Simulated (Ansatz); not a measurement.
**Li+ with BCl₃: superposition error and deformation**

How much of this pair's binding is borrowed basis, and how much do the fragments pay to take the shapes they have in the pair?

Computed with Ansatz 0.2.0, Gaussian basis. Level: PBE0-D4 structures, single points in def2-TZVPPD.

Levels: PBE-D4, revPBE-D4, BLYP-D4, r2SCAN-D4, B97M-V, PBE0-D4, B3LYP-D4, HSE06-D4, wB97X-V, wB97M-V, B2PLYP, Hartree-Fock, MP2, CCSD, CCSD(T).

Correlated methods freeze the cores. The outer core shell of Li, Na, Mg and K is correlated. B3LYP uses VWN-RPA correlation. B2PLYP carries no dispersion term here.

129 further runs of the same task are left out: 129 set aside as unsound or not needed. Runs told in other sessions of the task aren't counted.

**1. Where the work starts**

The relaxed pair: 5 atoms, charge 1, spin multiplicity 1.

Atoms are counted from 1 here; the program's logs count them from 0.

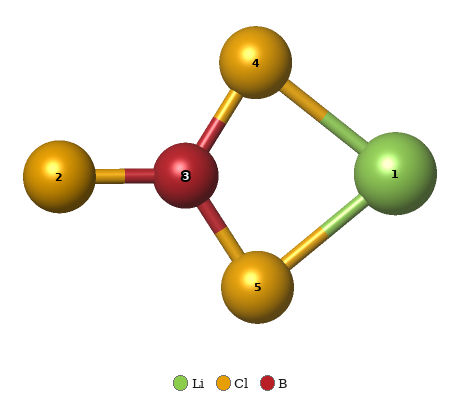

The starting geometry (lithium green, chlorine amber, boron red); atoms are numbered from 1 in the order of the file.

Geometry (Å):

```xyz
5

Li   -0.0352   -0.2614   -2.1893
Cl    0.0368    0.2720    2.2768
B     0.0096    0.0716    0.5996
Cl   -0.8862    1.1591   -0.4727
Cl    0.8749   -1.2413   -0.2144
```

Atoms 1 to 1 are fragment A (Li+), the rest fragment B (BCl₃). From earlier runs, pair energy (eV) and counterpoise interaction (meV):

```tsv
method	E(pair)	interaction
PBE-D4	-38431.26118	-1084
revPBE-D4	-38441.39630	-1056
BLYP-D4	-38447.82977	-1083
r2SCAN-D4	-38445.20553	-976
B97M-V	-38439.49182	-992
PBE0-D4	-38434.47066	-1063
B3LYP-D4	-38449.67335	-1075
HSE06-D4	-38433.77311	-1063
wB97X-V	-38442.24230	-1016
wB97M-V	-38445.97369	-1033
B2PLYP	-38436.78594	-1020
Hartree-Fock	-38384.95638	-914
MP2	-38403.91926	-941
CCSD(T)	-38406.15285	-943
```

First each fragment is run alone in its own basis, frozen in the shape it has in the pair (a, b).

**2. wB97X-V/def2-TZVPPD**

a/in.yaml

```yaml
crystal:
  periodic: [false, false, false]
  atoms:
    - {symbol: Li, position_ang: [-0.035188, -0.261390, -2.189343]}
basis:
  gaussian: {orbitals: "def2-TZVPPD.json"}
total_charge: 1
hamiltonian: {xc: {name: wB97X-V}}
```

b/in.yaml

```yaml
crystal:
  periodic: [false, false, false]
  atoms:
    - {symbol: Cl, position_ang: [0.036797, 0.271985, 2.276760]}
    - {symbol: B, position_ang: [0.009640, 0.071584, 0.599551]}
    - {symbol: Cl, position_ang: [-0.886176, 1.159113, -0.472678]}
    - {symbol: Cl, position_ang: [0.874927, -1.241294, -0.214389]}
basis:
  gaussian: {orbitals: "def2-TZVPPD.json"}
hamiltonian: {xc: {name: wB97X-V}}
```

The basis file named in the input lies beside it (Basis Set Exchange, JSON).

The same command starts each run, in its folder.

Started as:

```console
$ ansatz run in.yaml --threads 4 --pin off --events-out ev --progress --plain --max-ram 9574MiB
```

Log of a:

```text
Functional definition: wB97X-V
  name "wB97X-V"
  cite "Mardirossian & Head-Gordon, Phys. Chem. Chem. Phys. 16, 9904 (2014) doi:10.1039/C3CP54374A"
  cite "Becke, J. Chem. Phys. 107, 8554 (1997) doi:10.1063/1.475007"
  cite "Vydrov & Van Voorhis, J. Chem. Phys. 133, 244103 (2010) doi:10.1063/1.3521275"
  parameter omega = 0.3/bohr
  parameter cx = 0.167
  parameter cx1 = 0.603
  parameter cx2 = 1.194
  parameter css0 = 0.556
  parameter css1 = -0.257
  parameter cos0 = 1.219
  parameter cos1 = -1.850
  parameter b = 6.0
  parameter c = 0.01
  exchange = spin_sum(e_x_unif_sr(omega)*poly(b97_u_x, 1 - cx, cx1, cx2)) + cx*exact_x_sr(omega) + exact_x_lr(omega)
  correlation = spin_sum(e_c_pw_same_spin*poly(b97_u_same, css0, css1))
      + integral(e_c_pw_opposite_spin*poly(b97_u_opposite, cos0, cos1)) + vv10(b, c)
139 factors; their error is unknown
50 factors; integrals over basis functions are off by at most 2.1e-4 eV
mean field evaluation 1: about -198.0572 eV, gradient 3.5e-1 eV
mean field evaluation 2: about -198.0572 eV, gradient 3.5e-1 eV
mean field evaluation 4: about -198.0572 eV, gradient 3.0e-2 eV
mean field evaluation 8: about -198.0572 eV, gradient 4.4e-7 eV
mean field -198.05722125 eV, -7.2784686331 hartree, gradient 4.4e-7 eV, S^2 0.000000; 0 other end points of the search recorded, 0 dependent functions left out
reference -198.05722091 eV, -7.2784686203 hartree; 1, 1 occupied and 21, 21 virtual orbitals, 139 factors
Total energy: -198.05722091 eV, -7.2784686203 hartree
```

b printed (excerpt; [...] marks lines left out):

```text
[... 5 set-up lines as earlier in the session ...]
[...]
      + integral(e_c_pw_opposite_spin*poly(b97_u_opposite, cos0, cos1)) + vv10(b, c)
1146 factors; their error is unknown
229 factors; integrals over basis functions are off by at most 9.1e-5 eV
[...]
mean field -38243.16613665 eV, -1405.4104333727 hartree, gradient 5.1e-5 eV, S^2 0.000000; 0 other end points of the search recorded, 0 dependent functions left out
reference -38243.16613345 eV, -1405.4104332552 hartree; 28, 28 occupied and 162, 162 virtual orbitals, 1146 factors
Total energy: -38243.16613345 eV, -1405.4104332552 hartree
```

They took 0.3 s (a), 4.5 s (b) on 4 threads of Intel Xeon Platinum 8259CL at 2.50GHz, shared host; peak memory 0.49 GiB.

**3. wB97M-V/def2-TZVPPD**

The same edit goes into each in.yaml of step 2 (a, b):

```diff
-hamiltonian: {xc: {name: wB97X-V}}
+hamiltonian: {xc: {name: wB97M-V}}
```

Each run has its own folder and the same command.

Started as:

```console
$ ansatz run in.yaml --threads 4 --pin off --events-out ev --progress --plain --max-ram 9574MiB
```

Output in a (excerpt; [...] marks lines left out):

```text
Functional definition: wB97M-V
  name "wB97M-V"
  cite "Mardirossian & Head-Gordon, J. Chem. Phys. 144, 214110 (2016) doi:10.1063/1.4952647"
[... 2 set-up lines as earlier in the session ...]
  # Of w^i u^j: cxij and so on, Table III.
[...]
  gx(w, u) = 1 - cx + cx01*u + cx10*w
  gss(w, u) = css00 + css04*u^4 + css10*w + css20*w^2 + css43*w^4*u^3
  gos(w, u) = cos00 + cos10*w + (cos20 + cos21*u)*w^2 + (cos60 + cos61*u)*w^6
[...]
      + integral(e_c_pw_mod_opposite_spin*gos(b97_w_opposite, b97_u_opposite)) + vv10(b, c)
139 factors; their error is unknown
50 factors; integrals over basis functions are off by at most 2.1e-4 eV
[...]
mean field -197.98566991 eV, -7.2758391695 hartree, gradient 3.9e-7 eV, S^2 0.000000; 0 other end points of the search recorded, 0 dependent functions left out
reference -197.98567899 eV, -7.2758395033 hartree; 1, 1 occupied and 21, 21 virtual orbitals, 139 factors
Total energy: -197.98567899 eV, -7.2758395033 hartree
```

Log of b (excerpt; [...] marks lines left out):

```text
[... 5 set-up lines as earlier in the session ...]
  # Of w^i u^j: cxij and so on, Table III.
[...]
  gx(w, u) = 1 - cx + cx01*u + cx10*w
  gss(w, u) = css00 + css04*u^4 + css10*w + css20*w^2 + css43*w^4*u^3
  gos(w, u) = cos00 + cos10*w + (cos20 + cos21*u)*w^2 + (cos60 + cos61*u)*w^6
[...]
      + integral(e_c_pw_mod_opposite_spin*gos(b97_w_opposite, b97_u_opposite)) + vv10(b, c)
1146 factors; their error is unknown
229 factors; integrals over basis functions are off by at most 9.1e-5 eV
[...]
mean field -38246.95176683 eV, -1405.5495527161 hartree, gradient 6.7e-5 eV, S^2 0.000000; 0 other end points of the search recorded, 0 dependent functions left out
reference -38246.95184955 eV, -1405.5495557559 hartree; 28, 28 occupied and 162, 162 virtual orbitals, 1146 factors
Total energy: -38246.95184955 eV, -1405.5495557559 hartree
```

They took 0.3 s (a), 4.5 s (b) on 4 threads of Intel Xeon Platinum 8259CL at 2.50GHz, shared host; peak memory 0.5 GiB.

**4. B2PLYP/def2-TZVPPD**

Each input of step 3 (a, b) changes in the same lines:

```diff
-hamiltonian: {xc: {name: wB97M-V}}
+hamiltonian: {xc: {name: B2PLYP}}
```

Each run has its own folder and the same command.

Started as:

```console
$ ansatz run in.yaml --threads 4 --pin off --events-out ev --progress --plain --max-ram 9574MiB
```

a printed:

```text
Functional definition: B2PLYP
  name "B2PLYP"
  cite "Grimme, J. Chem. Phys. 124, 034108 (2006) doi:10.1063/1.2148954"
  cite "Becke, Phys. Rev. A 38, 3098 (1988) doi:10.1103/PhysRevA.38.3098"
  cite "Lee, Yang & Parr, Phys. Rev. B 37, 785 (1988) doi:10.1103/PhysRevB.37.785"
  parameter a = 0.53
  parameter c = 0.27
  exchange = (1 - a)*b88_x + a*exact_x
  correlation = (1 - c)*lyp_c + c*(mp2_os + mp2_ss)
115 factors; integrals over basis functions are off by at most 1.7e-4 eV
mean field evaluation 1: about -197.7856 eV, gradient 2.2e-1 eV
mean field evaluation 2: about -197.7856 eV, gradient 2.2e-1 eV
mean field evaluation 4: about -197.7856 eV, gradient 9.7e-5 eV
mean field evaluation 8: about -197.7856 eV, gradient 7.8e-6 eV
mean field -197.78564506 eV, -7.2684883920 hartree, gradient 7.8e-6 eV, S^2 0.000000; 0 other end points of the search recorded, 0 dependent functions left out
reference -197.78567180 eV, -7.2684893745 hartree; 1, 1 occupied and 21, 21 virtual orbitals, 115 factors
second order -0.88875546 eV of doubles, -0.00000000 eV of singles
Total energy: -198.02563577 eV, -7.2773078880 hartree
```

Output in b (excerpt; [...] marks lines left out):

```text
[... 5 set-up lines as earlier in the session ...]
[...]
1133 factors; integrals over basis functions are off by at most 7.2e-4 eV
[...]
mean field -38231.75373514 eV, -1404.9910353530 hartree, gradient 7.8e-6 eV, S^2 0.000000; 0 other end points of the search recorded, 0 dependent functions left out
16 core orbitals not correlated: weight in the atoms' cores, before any rotation towards them, 1.000 or more for the frozen orbitals, at most 0.000 for the correlated occupied ones
reference -38231.75391201 eV, -1404.9910418528 hartree; 12, 12 occupied and 162, 162 virtual orbitals, 1133 factors
second order -22.13575549 eV of doubles, -0.00000000 eV of singles
Total energy: -38237.73056599 eV, -1405.2106798355 hartree
```

Times: 0.15 s (a), 3.2 s (b) on 4 threads of Intel Xeon Platinum 8259CL at 2.50GHz, shared host.

**5. B97M-V/def2-TZVPPD**

Each input of step 4 (a, b) changes in the same lines:

```diff
-hamiltonian: {xc: {name: B2PLYP}}
+hamiltonian: {xc: {name: B97M-V}}
```

Each run has its own folder and the same command.

Started as:

```console
$ ansatz run in.yaml --threads 4 --pin off --events-out ev --progress --plain --max-ram 9574MiB
```

Log of a (excerpt; [...] marks lines left out):

```text
Functional definition: B97M-V
  name "B97M-V"
  cite "Mardirossian & Head-Gordon, J. Chem. Phys. 142, 074111 (2015) doi:10.1063/1.4907719"
[... 2 set-up lines as earlier in the session ...]
  # Of w^i u^j: cxij and so on, Table III.
[...]
  gx(w, u) = cx00 + cx01*u + cx02*u^2 + (cx10 + cx11*u)*w
  gss(w, u) = css00 + css02*u^2 + css10*w + (css32*w^3 + css42*w^4)*u^2
  gos(w, u) = cos00 + cos01*u + cos03*u^3 + cos10*w + cos32*w^3*u^2
[...]
      + integral(e_c_pw_mod_opposite_spin*gos(b97_w_opposite, b97_u_opposite)) + vv10(b, c)
139 factors; their error is unknown
[...]
mean field -198.92348132 eV, -7.3103031035 hartree, gradient 4.7e-7 eV, S^2 0.000000; 0 other end points of the search recorded, 0 dependent functions left out
reference -198.92348931 eV, -7.3103033968 hartree; 1, 1 occupied and 21, 21 virtual orbitals, 139 factors
Total energy: -198.92348931 eV, -7.3103033968 hartree
```

Log of b (excerpt; [...] marks lines left out):

```text
[... 5 set-up lines as earlier in the session ...]
  # Of w^i u^j: cxij and so on, Table III.
[...]
  gx(w, u) = cx00 + cx01*u + cx02*u^2 + (cx10 + cx11*u)*w
  gss(w, u) = css00 + css02*u^2 + css10*w + (css32*w^3 + css42*w^4)*u^2
  gos(w, u) = cos00 + cos01*u + cos03*u^3 + cos10*w + cos32*w^3*u^2
[...]
      + integral(e_c_pw_mod_opposite_spin*gos(b97_w_opposite, b97_u_opposite)) + vv10(b, c)
1137 factors; their error is unknown
[...]
mean field -38239.57310763 eV, -1405.2783919920 hartree, gradient 2.4e-5 eV, S^2 0.000000; 0 other end points of the search recorded, 0 dependent functions left out
reference -38239.57320058 eV, -1405.2783954077 hartree; 28, 28 occupied and 162, 162 virtual orbitals, 1137 factors
Total energy: -38239.57320058 eV, -1405.2783954077 hartree
```

They took 0.25 s (a), 3.6 s (b) on 4 threads of Intel Xeon Platinum 8259CL at 2.50GHz, shared host.

**6. CCSD(T)/def2-TZVPPD**

The same edit goes into each in.yaml of step 5 (a, b):

```diff
-hamiltonian: {xc: {name: B97M-V}}
+correlation: {method: ccsd_t}
```

One command serves all of them, each in its own folder.

Started as:

```console
$ ansatz run in.yaml --threads 4 --pin off --events-out ev --progress --plain --max-ram 9574MiB
```

a printed:

```text
Functional definition: HF
  name "HF"
  cite "Fock, Z. Phys. 61, 126 (1930) doi:10.1007/BF01340294"
  parent pbe
  exchange = exact_x
  correlation = 0
115 factors; integrals over basis functions are off by at most 1.7e-4 eV
mean field evaluation 1: about -196.9117 eV, gradient 2.2e-2 eV
mean field evaluation 2: about -196.9117 eV, gradient 2.2e-2 eV
mean field evaluation 4: about -196.9117 eV, gradient 9.3e-7 eV
mean field -196.91172360 eV, -7.2363723707 hartree, gradient 9.3e-7 eV, S^2 0.000000; 0 other end points of the search recorded, 0 dependent functions left out
reference -196.91172360 eV, -7.2363723707 hartree; 1, 1 occupied and 21, 21 virtual orbitals, 115 factors
second order -0.81477337 eV of doubles, -0.00000000 eV of singles
cycle   1  -0.91492215 eV  change   -1.0e-1 eV  update   6.4e-3
cycle   2  -0.93093312 eV  change   -1.6e-2 eV  update   1.1e-3
cycle   3  -0.93078793 eV  change    1.5e-4 eV  update   9.2e-5
cycle   4  -0.93078953 eV  change   -1.6e-6 eV  update   4.4e-6
cycle   5  -0.93079009 eV  change   -5.6e-7 eV  update   7.2e-7
perturbative correction 0.00000000 eV, 0.0000000000 hartree
Total energy: -197.84251369 eV, -7.2705782756 hartree
```

b printed (excerpt; [...] marks lines left out):

```text
[... 4 set-up lines as earlier in the session ...]
[...]
1133 factors; integrals over basis functions are off by at most 7.2e-4 eV
[...]
mean field -38187.12790446 eV, -1403.3510663239 hartree, gradient 2.5e-6 eV, S^2 0.000000; 0 other end points of the search recorded, 0 dependent functions left out
16 core orbitals not correlated: weight in the atoms' cores, before any rotation towards them, 1.000 or more for the frozen orbitals, at most 0.000 for the correlated occupied ones
reference -38187.12790446 eV, -1403.3510663239 hartree; 12, 12 occupied and 162, 162 virtual orbitals, 1133 factors
second order -18.09843021 eV of doubles, -0.00000000 eV of singles
cycle   1  -18.83214612 eV  change   -7.3e-1 eV  update   8.8e-2
[...]
cycle   9  -19.29908625 eV  change   -6.7e-6 eV  update   9.7e-6
perturbative correction -0.91293155 eV, -0.0335496157 hartree
Total energy: -38207.33992225 eV, -1404.0938442777 hartree
```

Wall times: 0.1 s (a), 11 s (b) on 4 threads of Intel Xeon Platinum 8259CL at 2.50GHz, shared host; peak memory 1.3 GiB.

**7. Relaxing BCl₃ alone**

relax-b/in.yaml

```yaml
crystal:
  periodic: [false, false, false]
  atoms:
    - {symbol: Cl, position_ang: [0.036797, 0.271985, 2.276760]}
    - {symbol: B, position_ang: [0.009640, 0.071584, 0.599551]}
    - {symbol: Cl, position_ang: [-0.886176, 1.159113, -0.472678]}
    - {symbol: Cl, position_ang: [0.874927, -1.241294, -0.214389]}
basis:
  gaussian: {orbitals: def2-TZVP}
hamiltonian: {xc: pbe0, dispersion: d4}
relax: {f_tol: 0.005, max_steps: 200}
```

Started as:

```console
$ ansatz run in.yaml --threads 4 --pin off --events-out ev --progress --plain --max-ram 9574MiB
```

What it wrote (excerpt; [...] marks lines left out):

```text
Functional definition: PBE0
  name "PBE0"
  cite "Adamo & Barone, J. Chem. Phys. 110, 6158 (1999) doi:10.1063/1.478522"
  cite "Perdew, Burke & Ernzerhof, Phys. Rev. Lett. 77, 3865 (1996) doi:10.1103/PhysRevLett.77.3865"
[... 1 set-up line as earlier in the session ...]
[...]
973 factors; their error is unknown
[...]
mean field -38235.63681004 eV, -1405.1337357234 hartree, gradient 1.2e-5 eV, S^2 0.000000; 0 other end points of the search recorded, 0 dependent functions left out
[...]
reference -38235.63683545 eV, -1405.1337366574 hartree; 28, 28 occupied and 114, 114 virtual orbitals, 973 factors
relax step   1: F+E_penalty+E_count = -38235.75124543 eV  Δ(F+E_penalty+E_count) = +0.000e0 eV  max|allowed force component| = 1.966e0 eV/Å  Δτ_max = 0.0000 Å  (26 SCF iters, accepted)
[...]
relax step   3: F+E_penalty+E_count = -38235.81103336 eV  Δ(F+E_penalty+E_count) = -2.225e-2 eV  max|allowed force component| = 1.416e-2 eV/Å  Δτ_max = 0.0282 Å  (28 SCF iters, accepted)
[...]
relax step   4: F+E_penalty+E_count = -38235.81106372 eV  Δ(F+E_penalty+E_count) = -3.035e-5 eV  max|allowed force component| = 4.548e-4 eV/Å  Δτ_max = 0.0016 Å  (20 SCF iters, accepted)
973 factors; their error is unknown
mean field -38235.69645948 eV, -1405.1359278000 hartree, gradient 7.3e-5 eV, S^2 0.000000; 1 other end points of the search recorded, 0 dependent functions left out
[...]
reference -38235.69648491 eV, -1405.1359287344 hartree; 28, 28 occupied and 114, 114 virtual orbitals, 973 factors
Total energy: -38235.81108914 eV, -1405.1401403624 hartree
Atom 0 at     0.036697     0.271385     2.271863 Å, force     0.000019     0.000063     0.000455 eV/Å
Atom 1 at     0.008802     0.065347     0.547297 Å, force    -0.000035    -0.000019     0.000068 eV/Å
Atom 2 at    -0.891713     1.170718    -0.444983 Å, force    -0.000019     0.000014    -0.000265 eV/Å
Atom 3 at     0.881402    -1.246061    -0.184933 Å, force     0.000035    -0.000059    -0.000257 eV/Å
Dipole moment:     0.000001     0.000001    -0.000001 e Å
```

Run time: 7.5 s. Hardware: 4 threads of Intel Xeon Platinum 8259CL at 2.50GHz, shared host.

Relaxation path:

```tsv
step	energy from step 1 (eV)	largest force component (eV/Å)
1	0.0000	1.9660
2	-0.0375	1.2219
3	-0.0598	0.0142
4	-0.0598	0.0005
```

Close pairs (by a distance rule), those that changed most:

```tsv
bond	before (Å)	after (Å)	change (Å)
Cl1–B2	1.689	1.737	+0.048
B2–Cl3	1.771	1.737	-0.033
B2–Cl4	1.771	1.737	-0.033
```

**8. PBE-D4/def2-TZVPPD**

free-b/in.yaml

```yaml
crystal:
  periodic: [false, false, false]
  atoms:
    - {symbol: Cl, position_ang: [0.036697, 0.271385, 2.271863]}
    - {symbol: B, position_ang: [0.008802, 0.065347, 0.547297]}
    - {symbol: Cl, position_ang: [-0.891713, 1.170718, -0.444983]}
    - {symbol: Cl, position_ang: [0.881402, -1.246061, -0.184933]}
basis:
  gaussian: {orbitals: "def2-TZVPPD.json"}
hamiltonian: {xc: pbe, dispersion: d4}
```

Started as:

```console
$ ansatz run in.yaml --threads 4 --pin off --events-out ev --progress --plain --max-ram 9574MiB
```

What it wrote:

```text
Functional definition: PBE
  name "PBE"
[... 2 set-up lines as earlier in the session ...]
  parameter kappa = 0.804
  parameter beta = 0.06672455060314922
  exchange = pbe_x(kappa = kappa, mu = beta*pi^2/3)
  correlation = pbe_c(beta = beta)
1137 factors; their error is unknown
mean field evaluation 1: about -38231.0320 eV, gradient 2.6e1 eV
mean field evaluation 2: about -38227.8007 eV, gradient 4.5e1 eV
mean field evaluation 4: about -38232.6402 eV, gradient 9.3e-1 eV
mean field evaluation 8: about -38232.6269 eV, gradient 8.1e-2 eV
mean field -38232.62687026 eV, -1405.0231224769 hartree, gradient 5.1e-5 eV, S^2 0.000000; 0 other end points of the search recorded, 0 dependent functions left out
reference -38232.62693574 eV, -1405.0231248831 hartree; 28, 28 occupied and 162, 162 virtual orbitals, 1137 factors
Total energy: -38232.76294230 eV, -1405.0281230319 hartree
```

It took 1.1 s on 4 threads of Intel Xeon Platinum 8259CL at 2.50GHz, shared host.

**9. r2SCAN-D4/def2-TZVPPD**

Changes to free-b/in.yaml since step 8:

```diff
@@ -9,2 +9,2 @@
   gaussian: {orbitals: "def2-TZVPPD.json"}
-hamiltonian: {xc: pbe, dispersion: d4}
+hamiltonian: {xc: r2scan, dispersion: d4}
```

Started as:

```console
$ ansatz run in.yaml --threads 4 --pin off --events-out ev --progress --plain --max-ram 9574MiB
```

What it wrote:

```text
Functional definition: r2SCAN
  name "r2SCAN"
  cite "Furness, Kaplan, Ning, Perdew & Sun, J. Phys. Chem. Lett. 11, 8208 (2020) doi:10.1021/acs.jpclett.0c02405"
  cite "Furness, Kaplan, Ning, Perdew & Sun, J. Phys. Chem. Lett. 11, 9248 (2020) doi:10.1021/acs.jpclett.0c03077"
  parent r2scan
  parameter k0 = 0.174
  parameter k1 = 0.065
  parameter a1 = 4.9479
  exchange = r2scan_x(k0 = k0, k1 = k1, a1 = a1)
  correlation = r2scan_c
1137 factors; their error is unknown
mean field evaluation 1: about -38245.0308 eV, gradient 2.2e1 eV
mean field evaluation 2: about -38243.5812 eV, gradient 3.3e1 eV
mean field evaluation 4: about -38246.1281 eV, gradient 7.7e-1 eV
mean field evaluation 8: about -38246.1131 eV, gradient 5.8e-3 eV
mean field -38246.11314847 eV, -1405.5187340595 hartree, gradient 5.6e-5 eV, S^2 0.000000; 0 other end points of the search recorded, 0 dependent functions left out
reference -38246.11317503 eV, -1405.5187350358 hartree; 28, 28 occupied and 162, 162 virtual orbitals, 1137 factors
Total energy: -38246.14210215 eV, -1405.5197980879 hartree
```

Wall time 2.2 s (4 threads of Intel Xeon Platinum 8259CL at 2.50GHz, shared host).

**10. PBE0-D4/def2-TZVPPD**

Changes to free-b/in.yaml since step 9:

```diff
@@ -9,2 +9,3 @@
   gaussian: {orbitals: "def2-TZVPPD.json"}
-hamiltonian: {xc: r2scan, dispersion: d4}
+hamiltonian: {xc: pbe0, dispersion: d4}
+output: {orbitals: {seedname: orbitals}}
```

Started as:

```console
$ ansatz run in.yaml --threads 4 --pin off --events-out ev --progress --plain --max-ram 9574MiB
```

What it wrote (excerpt; [...] marks lines left out):

```text
[... 5 set-up lines as earlier in the session ...]
  parameter a = 0.25
[... 2 set-up lines as earlier in the session ...]
  exchange = (1 - a)*pbe_x(kappa = kappa, mu = beta*pi^2/3) + a*exact_x
[... 1 set-up line as earlier in the session ...]
1167 factors; their error is unknown
mean field evaluation 1: about -38235.1154 eV, gradient 1.5e1 eV
mean field evaluation 2: about -38235.1977 eV, gradient 1.5e1 eV
mean field evaluation 4: about -38235.6188 eV, gradient 7.9e-1 eV
mean field evaluation 8: about -38235.7292 eV, gradient 1.4e-3 eV
mean field -38235.72921115 eV, -1405.1371314017 hartree, gradient 1.2e-5 eV, S^2 0.000000; 0 other end points of the search recorded, 0 dependent functions left out
reference -38235.72926193 eV, -1405.1371332677 hartree; 28, 28 occupied and 162, 162 virtual orbitals, 1167 factors
Total energy: -38235.84386616 eV, -1405.1413448955 hartree
```

Run time: 1.8 s. Hardware: 4 threads of Intel Xeon Platinum 8259CL at 2.50GHz, shared host.

(Part 1 of 2 ends here.)
